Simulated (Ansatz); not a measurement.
Input

```
crystal:
  periodic: [false, false, false]
  atoms:
    - { symbol: Si, position_ang: [0.0, 0.0, 0.0] }
    - { symbol: O, position_ang: [0.0, 0.0, 2.03] }
    - { symbol: H, position_ang: [-0.9095, -0.2814, 2.3671] }
    - { symbol: H, position_ang: [1.3768, 0.0, -0.4862] }
    - { symbol: H, position_ang: [-0.6877, 1.1914, -0.4862] }
    - { symbol: H, position_ang: [-0.6877, -1.1914, -0.4862] }
    - { symbol: H, position_ang: [0.9186, -1.3949, 0.555] }
    - { symbol: H, position_ang: [0.7199, -1.0931, 1.4744] }
basis:
  gaussian: { orbitals: def2-SVP }
hamiltonian:
  xc: pbe0
relax:
  f_tol: 0.15
  max_steps: 25
  restrain:
    - { distance: [0, 6], at: 1.46, k: 30.0 }
    - { distance: [7, 1], at: 1.01, k: 30.0 }
    - { distance: [0, 1], at: 2.88, k: 30.0 }
    - { distance: [7, 6], at: 1.86, k: 30.0 }
output:
  orbitals: {}
```

Run with:

```sh
ansatz run input.yaml --threads 1 --pin off --max-ram 2048MiB --backend cpu --events-out ev --progress --plain --runs-dir out
```

The fields are those of the run's last geometry, not of the input's.

Not at a stationary point (largest force 1.0 eV/Å).

Level of theory: RKS PBE0/def2-SVP in Ansatz.

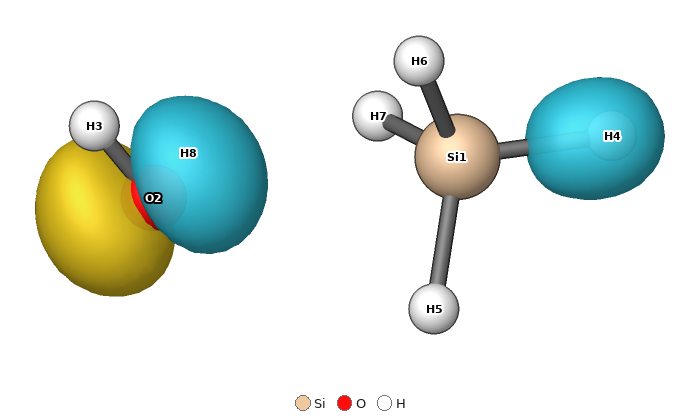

SiH$_{4}$···H$_{2}$O. The HOMO at ±0.2 Å⁻³ᐟ² (yellow and cyan are the two phases), seen from one side.

What is the character of this orbital?

Answer. Its weight (Hirshfeld) is mainly on O2 (about 65 %), Si1 (about 10 %) and H4 (about 10 %); largely a lone pair of O2. Its energy is −8.57 eV.
